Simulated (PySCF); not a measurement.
Molecule: C6H4O3S, SMILES c1c(sc(c1)C=O)C(=O)O. Atoms near the plane z = 0.0 Å, at the GFN2-xTB optimised geometry (x, y, z in Å): O1 (-2.5, -2.7, 0.0), C2 (-1.3, -2.8, 0.0), C3 (-0.4, -1.6, 0.0), C4 (0.9, -1.6, 0.0), C5 (1.5, -0.3, 0.0), C6 (0.5, 0.6, 0.0), C7 (0.7, 2.1, 0.0), O8 (1.8, 2.6, 0.0), O9 (-0.4, 2.8, 0.0), S10 (-1.1, 0.0, 0.0), H11 (-0.8, -3.7, 0.0), H12 (1.5, -2.5, 0.0), H13 (2.5, -0.1, 0.0), H14 (-0.2, 3.7, 0.0).

Method: PySCF 2.14.0 with PBE0/def2-TZVP. Cells within 0.4 Å of a nucleus heavier than hydrogen are left out (blank, or x). The values are rescaled to run from 0 to 1.

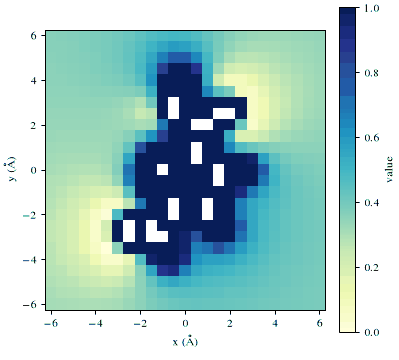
Fig. 1. a field on the plane z = 0.0 Å.

Q: Which quantity is mapped?
(A) electrostatic potential
(B) electron localisation function
(C) log10 of the electron density
(D) deformation density (molecule minus spherical neutral atoms)

A: A, electrostatic potential. In full: electrostatic potential (hartree/e), clipped to [-0.08, 0.12].
